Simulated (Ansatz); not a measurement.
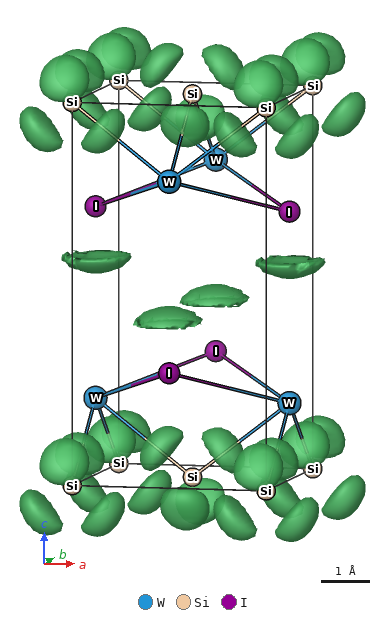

Figure 1: SiWI. Isosurface of the electron localisation function at 0.75 (green), seen slightly off an axis. Core shells are left out. Sticks mark near contacts.

Space group P4/nmm; built by placing these elements on a known structure type; not relaxed (largest force 1.6 eV/Å); computed pressure about −7 GPa in this cell; not the lowest SCF solution found, which lies 5 meV/atom lower.

The calculation used Ansatz 0.2.0, DFT, PAW plane waves, PBE, spin-orbit.

### Describe the localisation domains.

The surface consists of eight lobes of the valence shell of Si pointing towards W (polar bonds) and two lobes on I, pointing away from the bonds (lone pairs), counted in one cell of 6 atoms. Regions shared between cells count once. Along the contacts the grid gives the following. Si–W (2.67 Å): the ELF peaks at about 0.90 in the valence shell of Si, 0.9 Å from its nucleus, and is about 0.70 at the midpoint. W–I (3.10 Å): the ELF is about 0.35 at the midpoint.
